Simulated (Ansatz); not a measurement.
# TlNi2P2, from a guessed structure to a relaxed one

This structure for TlNi2P2 is made up. Its elements were placed in a known structure type with a cell scaled to their sizes. What cell does the guess relax to, and how far off was it?

Main program and level: Ansatz 0.2.0; DFT, PBEsol, plane-wave PAW, files of the set soft_1, scalar-relativistic, ferromagnetic start, cell and ions relaxed at zero pressure; PAW set soft_1.

## Step 1: The starting structure

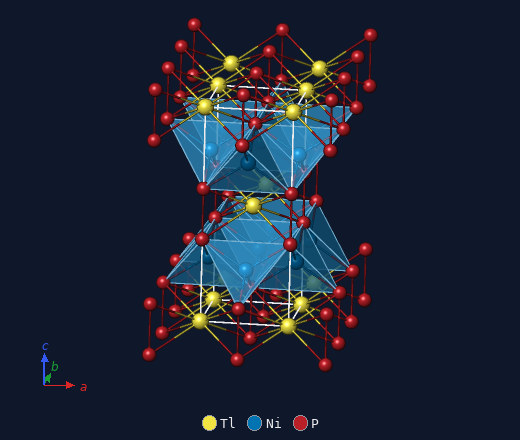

The starting structure, seen slightly off an axis (thallium yellow, nickel blue, phosphorus red). 1×2×1 cells are drawn. This picture shows the conventional cell, with its axes. Some periodic images of atoms are drawn too.

Coordinates:

```cif
data_structure
_symmetry_space_group_name_H-M 'P 1'
_symmetry_Int_Tables_number 1
_cell_length_a 5.6079
_cell_length_b 5.6079
_cell_length_c 5.6079
_cell_angle_alpha 139.020
_cell_angle_beta 139.020
_cell_angle_gamma 59.345
_cell_volume 75.10
loop_
_atom_site_label
_atom_site_type_symbol
_atom_site_fract_x
_atom_site_fract_y
_atom_site_fract_z
_atom_site_occupancy
Tl1 Tl 0.00000 0.00000 0.00000 1
Ni2 Ni 0.25000 0.75000 0.50000 1
Ni3 Ni 0.75000 0.25000 0.50000 1
P4 P 0.61830 0.61830 0.00000 1
P5 P 0.38170 0.38170 0.00000 1
```

## Step 2: Relaxation of the guess

The guess takes its coordinates from another compound and its volume from a rule, so the cell and any free coordinates are relaxed together.

input.yaml

```yaml
crystal:
  lattice:
    - [-1.963, 1.963, 4.8725]
    - [1.963, -1.963, 4.8725]
    - [1.963, 1.963, -4.8725]
  atoms:
    - { symbol: Tl, position: [0.0, 0.0, 0.0] }
    - { symbol: Ni, position: [0.25, 0.75, 0.5], spin: 1.0 }
    - { symbol: Ni, position: [0.75, 0.25, 0.5], spin: 1.0 }
    - { symbol: P, position: [0.6183, 0.6183, 0.0] }
    - { symbol: P, position: [0.3817, 0.3817, 0.0] }
magnetization:
  spin_polarized: true
kpoints:
  mp_grid: { grid: [10, 10, 10] }
scf:
  occupations: { method: fermi_dirac, width: 0.05 }
hamiltonian:
  xc: pbesol
  pseudopotentials: { kind: paw, azcp: { folder: soft_1 }, xc_functional: pbe }
relax:
  f_tol: 0.015
  max_steps: 70
  cell: {}
output:
  forces: true
  stress: true
```

The run is started by

```bash
> ansatz run input.yaml --threads 4 --pin off --max-ram 8192MiB --backend cpu --events-out ev --progress --plain --runs-dir out
```

Numbers of over 12 decimals in the logs are rounded to 6 here.

Output:

```text
basis.fft_grid_basis auto: the FFT boxes are laid along the combinations [[1, 0, 1], [0, 1, 1], [0, 0, 1]] of the cell's own vectors, 3.926, 3.926 and 5.608 Å long. The dense box has 27×27×40 points. Along the cell's own vectors, as sized, it would have 40×40×40, 2.19 times as many. Of the 16 symmetry operations that the crystal satisfies within crystal.symmetry.tolerance (time reversal apart; of a slab, those that k [...]
Engine: ansatz 0.2.0, aarch64-unknown-linux-gnu
Pseudopotentials: kind: paw
Pseudopotential: Tl, paw, valence charge 13, recommended cutoff 420 eV (normal), soft_1/Tl.paw.azcp
Pseudopotential: Ni, paw, valence charge 18, recommended cutoff 420 eV (normal), soft_1/Ni.paw.azcp
Pseudopotential: P, paw, valence charge 5, recommended cutoff 420 eV (normal), soft_1/P.paw.azcp
Functional definition: PBEsol
  exchange = pbesol_x
  correlation = pbesol_c
Crystal: 5 atoms, lattice volume = 75.102 Å³
Basis set: ecut = 420 eV, 1493 PW (Γ), FFT grids on a1+a3, a2+a3, a3, exchange–correlation on 54×54×80 points (8 copies of the dense FFT grid, shifted against one another)
Bands: 37, of which v1, the nominal top of the filled ones, is band 30 counted from 1 (29 counted from 0)
Symmetry: 16 space group operations
Space group: I4/mmm (ITA 139), of the structure as read, at distance tolerance 4.2e-5 Å
Magnetic group: BNS 139.531 (UNI 1191), of the structure as read, at distance tolerance 4.2e-5 Å
k-points: 102 of 1000
Non-local potential: Tl, projectors of the file, l = 0: 2, l = 1: 2, l = 2: 2, l = 3: 1
Non-local potential: Ni, projectors of the file, l = 0: 3, l = 1: 2, l = 2: 3, l = 3: 1
Non-local potential: P, projectors of the file, l = 0: 2, l = 1: 2, l = 2: 1
PAW form: soft (Blöchl's): semilocal exchange-correlation on the pseudo side does not see the compensation charge
PAW frozen core: Tl, regenerated for the run's functional, and the local potential with it (the file was generated under x = pbe(κ = 0.804, μ = 0.219515), c = pbe(β = 0.066725))
PAW frozen core: Ni, regenerated for the run's functional, and the local potential with it (the file was generated under x = pbe(κ = 0.804, μ = 0.219515), c = pbe(β = 0.066725))
PAW frozen core: P, regenerated for the run's functional, and the local potential with it (the file was generated under x = pbe(κ = 0.804, μ = 0.219515), c = pbe(β = 0.066725))
PAW one-centre angular grid: Tl, 590 points (default); XC on 64 Gauss nodes
PAW one-centre angular grid: Ni, 590 points (default); XC on 64 Gauss nodes
PAW one-centre angular grid: P, 110 points (default); XC on 64 Gauss nodes
Initial density: superposition of atomic densities (chi_scale 0.1, normalization cell)
Starting moments: Σ|m| = 2 μB on 2 of 5 sites
Initial wavefunctions: pseudopotential atomic-orbital guess
Functional: x = pbesol(κ = 0.804, μ = 0.123457), c = pbesol(β = 0.046)
iter 1 solved again at ethr=2.29e-3 eV; its pass at ethr=3.10e-3 eV (dr2=1.35e0 eV) is discarded
SCF iter   1: F=—  HF=-24385.515816 eV  |F-HF|=—  |Δ(HF+E_count)|=         —  Δρ=2.14e-2 (↑2.14e-2 ↓2.06e-2)  dr2=1.35e0  dr2_m=1.30e-1  M=1.503 μB ∫|m|=1.600 μB  β_m=0.30  ethr=2.29e-3  ⟨swp⟩=1.1  Hψ=43701  notcnv=0
Mixer restart at iter 1: flushing history
preconditioner: auto → Kerker (q_TF=auto, 2.621 Å⁻¹)  [metal: Δε(μ)=0.010 eV  Ē_g=8.897 eV  σ=0.050 eV  W_gap=0.05  n_scr=32 (ndim 8)  ℏωp=28.1 eV  f_vac=0.000  D(μ)=3.42/eV (n_scr^D=32)]
spin=Collinear: Kerker preconditioning applied to the charge; magnetization (m = ρ↑ − ρ↓) channel mixes plain (no charge-response kernel on spin).
SCF iter   2: F=—  HF=-24386.286941 eV  |F-HF|=—  |Δ(HF+E_count)|=   7.71e-1  Δρ=2.98e-2 (↑1.38e-2 ↓2.98e-2)  dr2=1.52e0  dr2_m=2.09e-1  M=1.321 μB ∫|m|=1.413 μB  β_m=0.65  ethr=2.29e-3  ⟨swp⟩=1.2  Hψ=7612  notcnv=0
SCF iter   3: F=—  HF=-24387.785764 eV  |F-HF|=—  |Δ(HF+E_count)|=    1.50e0  Δρ=3.37e-2 (↑1.27e-2 ↓3.37e-2)  dr2=1.36e0  dr2_m=3.09e-1  M=1.016 μB ∫|m|=1.115 μB  β_m=0.32  ethr=2.29e-3  ⟨swp⟩=2.9  Hψ=10859  notcnv=0  defer=163
SCF iter   4: F=—  HF=-24388.180415 eV  |F-HF|=—  |Δ(HF+E_count)|=   3.95e-1  Δρ=2.40e-2 (↑1.05e-2 ↓2.40e-2)  dr2=6.93e-1  dr2_m=1.73e-1  M=0.787 μB ∫|m|=0.868 μB  β_m=0.22  ethr=2.29e-3  ⟨swp⟩=2.0  Hψ=9800  notcnv=0  defer=297
SCF iter   5: F=—  HF=-24388.499810 eV  |F-HF|=—  |Δ(HF+E_count)|=   3.19e-1  Δρ=2.01e-2 (↑2.01e-2 ↓6.61e-3)  dr2=3.01e-1  dr2_m=4.85e-2  M=0.581 μB ∫|m|=0.630 μB  β_m=0.83  ethr=1.17e-3  ⟨swp⟩=3.0  Hψ=11885  notcnv=0  defer=300
SCF iter   6: F=—  HF=-24388.529084 eV  |F-HF|=—  |Δ(HF+E_count)|=   2.93e-2  Δρ=1.86e-2 (↑1.86e-2 ↓1.65e-2)  dr2=7.08e-1  dr2_m=1.87e-3  M=0.062 μB ∫|m|=0.068 μB  β_m=0.91  ethr=5.10e-4  ⟨swp⟩=3.1  Hψ=13343  notcnv=0  defer=295
SCF iter   7: F=—  HF=-24388.482153 eV  |F-HF|=—  |Δ(HF+E_count)|=         —  Δρ=3.57e-3 (↑6.10e-4 ↓3.57e-3)  dr2=1.53e-2  dr2_m=2.25e-3  M=-0.007 μB ∫|m|=0.017 μB  β_m=0.91  ethr=5.10e-4  ⟨swp⟩=2.1  Hψ=11836  notcnv=0  defer=309
Mixer restart at iter 7: flushing history
SCF iter   8: F=—  HF=-24388.493808 eV  |F-HF|=—  |Δ(HF+E_count)|=   1.17e-2  Δρ=8.08e-3 (↑8.08e-3 ↓7.25e-3)  dr2=1.00e-1  dr2_m=1.29e-4  M=-0.004 μB ∫|m|=0.007 μB  β_m=0.91  ethr=2.60e-5  ⟨swp⟩=2.2  Hψ=15417  notcnv=0  defer=310
SCF iter   9: F=—  HF=-24388.479320 eV  |F-HF|=—  |Δ(HF+E_count)|=   1.45e-2  Δρ=4.59e-4 (↑4.59e-4 ↓3.55e-4)  dr2=3.08e-4  dr2_m=7.78e-5  M=-0.001 μB ∫|m|=0.004 μB  β_m=0.96  ethr=2.60e-5  ⟨swp⟩=2.0  Hψ=15815  notcnv=0  defer=315
SCF iter  10: F=—  HF=-24388.479188 eV  |F-HF|=—  |Δ(HF+E_count)|=   1.32e-4  Δρ=2.85e-4 (↑2.85e-4 ↓2.19e-4)  dr2=1.52e-4  dr2_m=7.89e-7  M=-0.000 μB ∫|m|=0.000 μB  β_m=0.88  ethr=5.23e-7  ⟨swp⟩=2.1  Hψ=12831  notcnv=0  defer=315
SCF iter  11: F=—  HF=-24388.479163 eV  |F-HF|=—  |Δ(HF+E_count)|=   2.53e-5  Δρ=1.67e-4 (↑1.35e-4 ↓1.67e-4)  dr2=4.85e-5  dr2_m=1.88e-7  M=-0.000 μB ∫|m|=0.000 μB  β_m=0.94  ethr=2.58e-7  ⟨swp⟩=2.0  Hψ=10136  notcnv=0  defer=315
SCF iter  12: F=—  HF=-24388.479160 eV  |F-HF|=—  |Δ(HF+E_count)|=   2.98e-6  Δρ=6.99e-5 (↑4.82e-5 ↓6.99e-5)  dr2=6.70e-6  dr2_m=1.00e-7  M=-0.000 μB ∫|m|=0.000 μB  β_m=0.89  ethr=8.22e-8  ⟨swp⟩=1.5  Hψ=7677  notcnv=0  defer=315
SCF iter  13: F=—  HF=-24388.479159 eV  |F-HF|=—  |Δ(HF+E_count)|=   5.39e-7  Δρ=9.36e-6 (↑5.39e-6 ↓9.36e-6)  dr2=9.58e-8  dr2_m=1.92e-8  M=-0.000 μB ∫|m|=0.000 μB  β_m=0.86  ethr=1.14e-8  ⟨swp⟩=2.0  Hψ=9086  notcnv=0  defer=315
SCF iter  14: F=—  HF=-24388.479159 eV  |F-HF|=—  |Δ(HF+E_count)|=   1.02e-8  Δρ=2.91e-6 (↑2.91e-6 ↓1.35e-6)  dr2=1.29e-8  dr2_m=7.80e-10  M=-0.000 μB ∫|m|=0.000 μB  β_m=0.93  ethr=1.62e-10  ⟨swp⟩=2.1  Hψ=10776  notcnv=0  defer=315
[...]
SCF 3 converged in 10 iterations: F = -24388.758500 eV  dr2 = 8.48e-9
relax step   3: F+E_penalty+E_count = -24388.75850046 eV  Δ(F+E_penalty+E_count) = -5.374e-2 eV  max|allowed force component| = 1.210e-1 eV/Å  Δτ_max = 0.0479 Å  P = +0.869 GPa  Ω = 72.863 Å³  energy of the carried Pulay correction = +4.923e-4 eV  (10 SCF iters, dr2 threshold 5.00e-7 eV, accepted)
[...]
relax step   4: F+E_penalty+E_count = -24388.76237800 eV  Δ(F+E_penalty+E_count) = -3.878e-3 eV  max|allowed force component| = 1.534e-1 eV/Å  Δτ_max = 0.0002 Å  P = +0.161 GPa  Ω = 73.307 Å³  energy of the carried Pulay correction = +3.935e-4 eV  (8 SCF iters, dr2 threshold 5.00e-7 eV, accepted)
[...]
relax step   5: F+E_penalty+E_count = -24388.76657862 eV  Δ(F+E_penalty+E_count) = -4.201e-3 eV  max|allowed force component| = 1.501e-2 eV/Å  Δτ_max = 0.0144 Å  P = +0.453 GPa  Ω = 73.476 Å³  energy of the carried Pulay correction = +3.561e-4 eV  (8 SCF iters, dr2 threshold 5.00e-7 eV, accepted)
[...]
relax step   6: F+E_penalty+E_count = -24388.76704188 eV  Δ(F+E_penalty+E_count) = -4.633e-4 eV  max|allowed force component| = 8.507e-3 eV/Å  Δτ_max = 0.0037 Å  P = -0.014 GPa  Ω = 73.812 Å³  energy of the carried Pulay correction = +2.819e-4 eV  (7 SCF iters, dr2 threshold 5.00e-7 eV, accepted)
Initial wavefunctions: pseudopotential atomic-orbital guess (no wavefunctions were taken with the density)
iter 1 solved again at ethr=3.03e-7 eV; its pass at ethr=3.10e-3 eV (dr2=1.79e-4 eV) is discarded
SCF iter   1: F=—  HF=-24388.766701 eV  |F-HF|=—  |Δ(HF+E_count)|=         —  Δρ=2.61e-4 (↑2.61e-4 ↓2.61e-4)  dr2=1.58e-5  dr2_m=6.04e-11  M=0.000 μB ∫|m|=0.000 μB  β_m=0.65  ethr=3.03e-7  ⟨swp⟩=3.2  Hψ=55458  notcnv=0
preconditioner: auto → Kerker (q_TF=auto, 2.286 Å⁻¹)  [metal: Δε(μ)=0.004 eV  Ē_g=9.474 eV  σ=0.050 eV  W_gap=0.02  n_scr=14 (ndim 8)  ℏωp=28.3 eV  f_vac=0.000  D(μ)=3.39/eV (n_scr^D=32)]
spin=Collinear: Kerker preconditioning applied to the charge; magnetization (m = ρ↑ − ρ↓) channel mixes plain (no charge-response kernel on spin).
SCF iter   2: F=—  HF=-24388.766805 eV  |F-HF|=—  |Δ(HF+E_count)|=   1.04e-4  Δρ=9.09e-5 (↑9.08e-5 ↓9.09e-5)  dr2=8.29e-7  dr2_m=7.37e-12  M=0.000 μB ∫|m|=0.000 μB  β_m=0.53  ethr=2.67e-8  ⟨swp⟩=2.0  Hψ=9279  notcnv=0
SCF iter   3: F=—  HF=-24388.766819 eV  |F-HF|=—  |Δ(HF+E_count)|=   1.38e-5  Δρ=4.74e-5 (↑4.74e-5 ↓4.74e-5)  dr2=7.72e-7  dr2_m=2.19e-12  M=0.000 μB ∫|m|=0.000 μB  β_m=0.51  ethr=1.41e-9  ⟨swp⟩=2.0  Hψ=13702  notcnv=0
SCF iter   4: F=—  HF=-24388.766823 eV  |F-HF|=—  |Δ(HF+E_count)|=   3.91e-6  Δρ=1.54e-5 (↑1.54e-5 ↓1.54e-5)  dr2=3.45e-7  dr2_m=2.64e-13  M=0.000 μB ∫|m|=0.000 μB  β_m=0.76  ethr=1.31e-9  ⟨swp⟩=2.0  Hψ=9673  notcnv=0
SCF iter   5: F=—  HF=-24388.766824 eV  |F-HF|=—  |Δ(HF+E_count)|=   1.15e-6  Δρ=1.60e-5 (↑1.60e-5 ↓1.60e-5)  dr2=6.11e-7  dr2_m=3.86e-15  M=0.000 μB ∫|m|=0.000 μB  β_m=0.88  ethr=5.85e-10  ⟨swp⟩=2.3  Hψ=9396  notcnv=0
SCF iter   6: F=—  HF=-24388.766825 eV  |F-HF|=—  |Δ(HF+E_count)|=   5.04e-7  Δρ=8.78e-6 (↑8.75e-6 ↓8.78e-6)  dr2=1.96e-7  dr2_m=1.09e-13  M=0.000 μB ∫|m|=0.000 μB  β_m=0.88  ethr=5.85e-10  ⟨swp⟩=2.0  Hψ=10300  notcnv=0
SCF iter   7: F=—  HF=-24388.766825 eV  |F-HF|=—  |Δ(HF+E_count)|=   1.08e-7  Δρ=2.14e-6 (↑2.13e-6 ↓2.14e-6)  dr2=1.09e-8  dr2_m=1.77e-14  M=0.000 μB ∫|m|=0.000 μB  β_m=0.94  ethr=3.33e-10  ⟨swp⟩=2.0  Hψ=10389  notcnv=0
SCF iter   8: F=—  HF=-24388.766825 eV  |F-HF|=—  |Δ(HF+E_count)|=   1.58e-9  Δρ=2.57e-7 (↑2.57e-7 ↓2.53e-7)  dr2=2.17e-10  dr2_m=2.91e-15  M=0.000 μB ∫|m|=0.000 μB  β_m=0.97  ethr=1.84e-11  ⟨swp⟩=3.2  Hψ=15836  notcnv=0
SCF iter   9: F=—  HF=-24388.766825 eV  |F-HF|=—  |Δ(HF+E_count)|=   6.61e-7  Δρ=5.10e-8 (↑5.10e-8 ↓5.03e-8)  dr2=3.20e-12  dr2_m=3.56e-16  M=0.000 μB ∫|m|=0.000 μB  β_m=0.94  ethr=1.00e-12  ⟨swp⟩=2.0  Hψ=12110  notcnv=0
SCF iter  10: F=-24388.766825 eV  HF=-24388.766825 eV  |F-HF|=3.64e-11  |Δ(HF+E_count)|=  3.64e-12  Δρ=1.26e-7 (↑1.26e-7 ↓1.26e-7)  dr2=4.34e-11  dr2_m=2.53e-17  M=0.000 μB ∫|m|=0.000 μB  ethr=1.00e-12  ⟨swp⟩=2.9  Hψ=23162  notcnv=0
the starting moments were not kept: the SCF closed with an absolute magnetisation of 4.4e-9 μB, where they sum to 2 μB in size (2 sites). That is at most 0.1 of that sum. Measured as dr2_m measures the in/out step, that magnetisation stands 1.9e-17 eV from none, at or under the dr2_threshold of 5.0e-11 eV: it is no larger than a step whose dr2_m would equal this threshold.
SCF 7 converged in 10 iterations: F = -24388.766825 eV  dr2 = 4.34e-11
relax step   7: F+E_penalty+E_count = -24388.76682550 eV  Δ(F+E_penalty+E_count) = +2.164e-4 eV  max|allowed force component| = 8.669e-3 eV/Å  Δτ_max = 0.0000 Å  P = -0.009 GPa  Ω = 73.812 Å³  stress off target by 2.75e-2 GPa  SCF on the basis re-selected at this cell (its energy is not comparable with the rows above)  (10 SCF iters)
basis re-selected at this cell: Δ(F+E_penalty+E_count) = +2.164e-4 eV, ΔP = +0.005 GPa vs the last step (what re-selecting the basis moved, of the pressure what is left beyond the Pulay correction that the steps carried, after the strain that the cell walked since its last selection, with what the two solves' SCF thresholds leave and, on support functions, any second-order correction that the steps lacked; it is no m [...]
SCF converged after 10 iterations
Magnetization: 0.0000 μB (29.5000 up, 29.5000 down)
Absolute magnetization: 0.0000 μB (∫|ρ↑−ρ↓|, with the PAW one-centre terms)
Spin contamination: 0.0000 ħ² per cell (⟨S²⟩ above its minimum at these occupations)
Per-site moments (μB) at R_I (Å): [(3.7182814259227874e-11, 1.257462), (1.6175197319545513e-9, 0.941214), (1.6175201784014776e-9, 0.941214), (1.8697260300007528e-10, 0.941214), (1.8697247831090966e-10, 0.941214)]
Free energy (F): -24388.766825 eV
Harris-Foulkes:  -24388.766825 eV  (|F-HF|=3.64e-11)
Internal energy: -24388.740051 eV  (E = F + TS)
E sigma→0 (E₀):  -24388.753438 eV
Entropy (-TS):   -0.026775 eV (-5.355 meV/atom)
Fermi energy:    13.949404 eV
--- Per-component energies (eV) ---
  E_band       = -606.193448
  E_kinetic    = 1092.481016
  E_local      = -8651.992102  (includes V_loc(G=0)·N_el)
  E_nonlocal   = 152.888499
  E_hartree    = 4399.235506
  E_xc         = -556.244535
  E_vxc        = -540.580966  (∫ρ·V_xc dr)
  E_paw        = -14372.670267  (= ΣΔE_a)
  E_vpaw       = -1457.461770  (= ΣTr[D̂ρ^β])
  E_aug_tail   = 0.001691  (compensation charges beyond the density's cutoff)
  E_ewald      = -6452.964963
  E_core_change = 0.525103  (= ΣΔE_core)
  E_smearing   = -0.026775  (= −TS)
  E_closure    = 0.000000  (closes the sum)
  Σ components = -24388.766825   (vs F -24388.766825, Δ=0.00e0)
--- Forces (eV/Å), atoms counted from 1 ---
  atom   1  Tl    -0.00000000     0.00000000    -0.00000000
  atom   2  Ni     0.00000000     0.00000000     0.00000000
  atom   3  Ni     0.00000000     0.00000000     0.00000000
  atom   4  P      0.00000000    -0.00000000     0.00866866
  atom   5  P      0.00000000    -0.00000000    -0.00866866
  max |Σ_I F_I| component: 3.04e-18 eV/Å
--- Stress (GPa, compression-positive) ---
       -0.027423       0.000000       0.000000
        0.000000      -0.027423      -0.000000
        0.000000      -0.000000       0.027498
  P = ⅓ Tr σ = -0.0091 GPa (-0.091 kbar)
--- Relaxed structure (6 steps of the walk, 6 accepted, 1 SCFs on fresh bases) ---
  F+E_penalty+E_count = -24388.76682550 eV   max|allowed force component| = 8.669e-3 eV/Å   (the final SCF, on the basis selected at the relaxed cell)
  cell:  # Å, volume = 73.8117 Å³
    - [-2.004219, 2.004219, 4.593826]
    - [2.004219, -2.004219, 4.593826]
    - [2.004219, 2.004219, -4.593826]
  atoms:
    - { symbol: Tl, position: [-5.707498352848269e-19, -5.707498352848277e-19, 0] }
    - { symbol: Ni, position: [0.250000, 0.750000, 0.500000] }
    - { symbol: Ni, position: [0.750000, 0.250000, 0.500000] }
    - { symbol: P, position: [0.631298, 0.631298, 0] }
    - { symbol: P, position: [0.368702, 0.368702, 0] }
```

Run time: 2 min. Hardware: 4 threads of Arm Neoverse N1, shared host; peak memory 0.69 GiB.

Relaxation path:

```
step  energy less that of the first step (eV)  largest force component (eV/Å)  pressure (GPa)  volume (Å³)
   1                                   0.0000                          1.5775           -3.75        75.10
   2                                  -0.2256                          0.8241           -2.66        74.61
   3                                  -0.2793                          0.1210            0.87        72.86
   4                                  -0.2832                          0.1535            0.16        73.31
   5                                  -0.2874                          0.0150            0.45        73.48
   6                                  -0.2879                          0.0085           -0.01        73.81
  7*                                  -0.2877                          0.0087           -0.01        73.81
```

Relaxation steps marked * repeat the geometry before them on a plane-wave basis chosen anew for their cell, so energy and pressure can jump there.

Forces are held to the 16 operations that the run works with; a distortion that breaks them can't arise in this run.

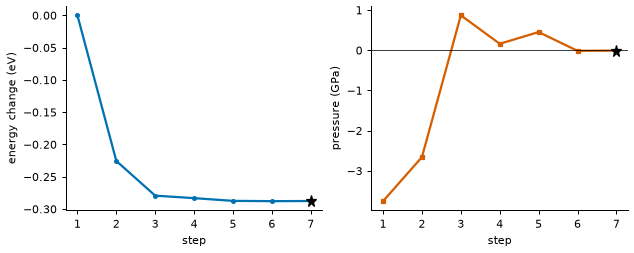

Energy and pressure along the relaxation. Stars mark steps on a basis chosen anew.

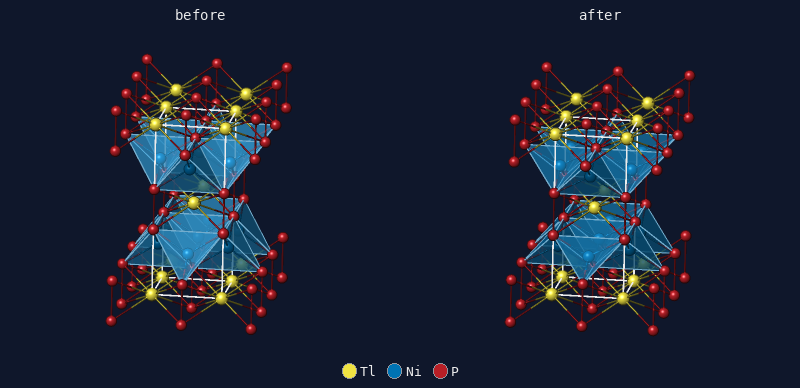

Before and after, at one scale.

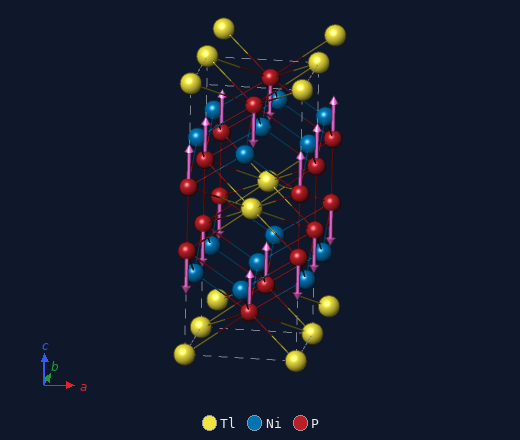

Displacements in the relaxation, exaggerated, measured against the changing cell; the longest in the cell stands for 0.12 Å. 1×2×1 conventional cells are drawn. Some periodic images of atoms are drawn too.

```
conventional cell, symmetrised  before  after  change
                         a (Å)   3.926  4.008  +2.1 %
                         b (Å)   3.926  4.008  +2.1 %
                         c (Å)   9.745  9.188  -5.7 %
              volume (Å³/atom)   15.02  14.76  -1.7 %
```

The atoms that moved most (Å, as changes of fractional coordinates times the final cell):

```
atom     dx     dy      dz  length
  P5  0.000  0.000  -0.119   0.119
  P4  0.000  0.000   0.119   0.119
```

The relaxed structure:

```
Tl Ni P
1.0
    -2.00422    2.00422    4.59383
     2.00422   -2.00422    4.59383
     2.00422    2.00422   -4.59383
Tl Ni P
1 2 2
Direct
  0.00000 0.00000 0.00000
  0.25000 0.75000 0.50000
  0.75000 0.25000 0.50000
  0.63130 0.63130 0.00000
  0.36870 0.36870 0.00000
```

This step gave:

```
free energy             : -24388.7668 eV
energy at zero smearing : -24388.7534 eV
smearing term TS        : 0.02677 eV
Fermi energy            : 13.95 eV
electrons               : 59
symmetry operations     : 16
pressure                : -0.009116 GPa
```

The shortest distance of each pair, which need not be the same contact before and after:

```
 pair  guess (Å)  relaxed (Å)
 Ni–P      2.345        2.282
  P–P      2.306        2.413
Ni–Ni      2.776        2.834
Ni–Tl      3.129        3.048
 P–Tl      3.006        3.080
```

The relaxation ends with a largest force component of 0.0087 eV/Å and a pressure of -0.01 GPa. No moment survives the cycle: this start ends non-magnetic.

## Step 3: Summary of results

```
space group, relaxed : I4/mmm
conventional cell    : a = 4.008, b = 4.008, c = 9.188 Å; α = 90.0°, β = 90.0°, γ = 90.0°
volume per atom      : 14.76 Å³ (guess 15.02)
total moment         : 0.00 μB in the cell of 5 atoms
```

TlNi2P2 relaxes to I4/mmm with a = 4.008, b = 4.008 and c = 9.188 Å. The guessed volume was 2 % too large. The space group I4/mmm was held in the relaxation, so the end point is a stationary structure within it and may be a saddle against distortions or other arrangements. The moments died out from this one start and weren't seeded again at the relaxed cell. Mesh and cutoff weren't tested. Spin-orbit coupling is left out, which can matter for elements this heavy. No dispersion term is used, so weakly bound directions may come out too long. Nothing here tests whether the compound is stable against decomposition.

[Logs are printed without paths, hosts, clocks, repeated set-up lines and the standing remarks that a program may print on its own settings, such as how far it seeks lower states.]

[Hosts, paths, dates, database ids (printed as entryN), source tags and the programs' standing remarks are cut or masked in the printed files.]
